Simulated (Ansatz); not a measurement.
# Calculations on BH$_{3}$OF

Part 1: Relaxation

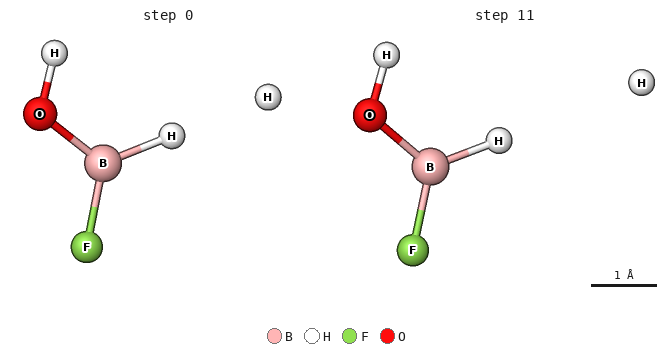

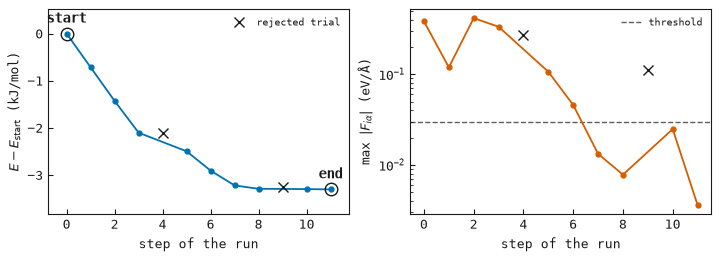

First and last geometry of a relaxation of BH3OF (multiplicity 2), with the history of the run. Style: ball-and-stick. Shown at a tilt.

The run prepares an end point of a later path (reaction) calculation, from a guessed geometry.

Theory: Ansatz 0.2.0, UKS B3LYP-D4/def2-SVP. Set-up: collinear spin; force threshold 0.03 eV/Å; at most 50 steps.

### Read the history and describe the run.

It converged. An H atom moves most after the best rigid fit: 0.67 Å. Largest moves by element: H 0.67 Å, F 0.19 Å, B 0.15 Å, O 0.12 Å. Among the contacts that change: B–H 1.201 → 1.209 Å. The energy falls by 3.30 kJ/mol in 9 accepted moves (11 points after the start). Largest force component: 0.38 eV/Å at the start, 0.0036 eV/Å at the end. The line search rejected the trial steps at points 4, 9 of the run. The forces were under the threshold at step 7, but the run went on from there. Cost: 26 s on 1 thread of Arm Neoverse V1 (shared host), peak memory 0.14 GiB.

```csv
step,"E − E(0), kJ/mol","largest force component, eV/Å",note
0,0.00,0.3844,
1,-0.71,0.1193,
2,-1.43,0.4177,
3,-2.10,0.3352,
4,-2.10,0.2736,rejected
5,-2.49,0.1067,
6,-2.90,0.0458,
7,-3.22,0.0132,
8,-3.29,0.0078,
9,-3.25,0.1116,rejected
10,-3.30,0.0249,
11,-3.30,0.0036,
```

Part 2: Relaxation

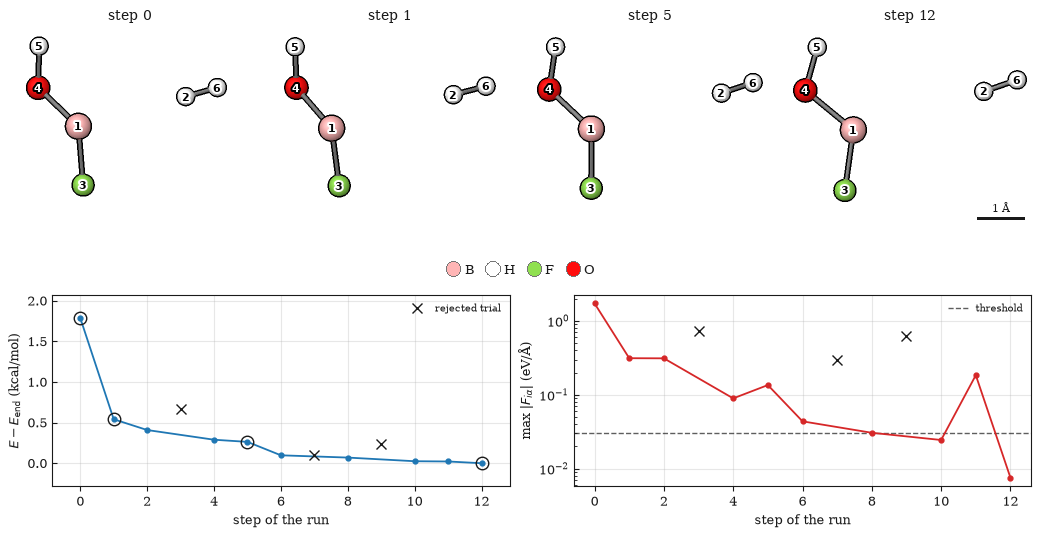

Frames of a relaxation of BH3OF (multiplicity 2), marked on the history of the run. The picture is a ball-and-stick view, seen face on.

The run prepares an end point of a later path (reaction) calculation, from a guessed geometry.

Level of theory: UKS B3LYP-D4/def2-SVP in Ansatz 0.2.0. Settings: collinear spin; force threshold 0.03 eV/Å; at most 50 steps.

**What happens along the run?**

H6 moves most after the best rigid fit: 0.49 Å. Largest moves by element: H 0.49 Å, F 0.41 Å, O 0.35 Å, B 0.31 Å. Among the contacts that change: H2–H6 0.720 → 0.763 Å. Over 9 accepted moves (12 points after the start) the energy falls by 1.79 kcal/mol. Largest force component: 1.7 eV/Å at the start, 0.0075 eV/Å at the end. The line search rejected the trial steps at points 3, 7, 9 of the run. The forces were under the threshold at step 10, but the run went on from there. From step 0 to 1: H6 moves most (0.19 Å), energy −1.25 kcal/mol. From step 1 to 5: H and F and O atoms move most (0.18 Å), energy −0.28 kcal/mol. From step 5 to 12: B and H atoms move most (0.21 Å), energy −0.26 kcal/mol.

```csv
step,"E − E(0), kcal/mol","largest force component, eV/Å",note
0,0.00,1.7233,
1,-1.25,0.3131,
2,-1.38,0.3118,
3,-1.13,0.7253,rejected
4,-1.50,0.0895,
5,-1.52,0.1355,
6,-1.69,0.0438,
7,-1.68,0.2972,rejected
8,-1.72,0.0306,
9,-1.55,0.6292,rejected
10,-1.76,0.0245,
11,-1.77,0.1845,
12,-1.79,0.0075,
```

Limits of the set-up: the start holds two separate molecules, 2.4 Å apart at their closest, whose relative position is a soft coordinate.

Part 3: Path

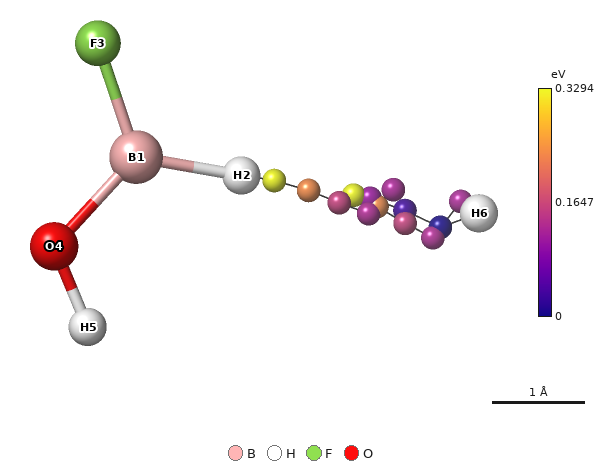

A search for the minimum-energy path of BH3OF (multiplicity 2), made up at the start of BH2OF and H by the nudged elastic band. Images are numbered from 0 (start) to 8 (end). The start is drawn whole; smaller spheres mark the moving atoms (H) in the later images, joined by lines and coloured by the energy of the image relative to the start. The picture is a ball-and-stick view, seen at a tilt.

The calculation used UKS B3LYP-D4/def2-SVP (Ansatz). Set-up: 7 movable images; climbing image; force threshold 0.05 eV/Å; iteration limit 60; starting path through a guess of the saddle point.

Describe the path and its energy.

Answer. A hydrogen atom shifts from one atom to another. Breaking: B1–H2 (1.21 → 1.60 at the top → 2.94 Å). Forming: H2–H6 (2.66 → 0.91 at the top → 0.76 Å). The energy climbs by 0.33 eV to image 4 and then falls by 0.20 eV, so the end point sits at +0.12 eV. The band converged in 14 iterations, with a climbing image at the top. At the top, the vibrational analysis gives one imaginary mode (894i cm⁻¹), as a transition state must have.

Limits of the set-up: the start holds two separate molecules, 2.7 Å apart at their closest, whose relative position is a soft coordinate.

Cost: 3.3 min on 1 thread of Arm Neoverse V1, on a shared host, peak memory 0.12 GiB.
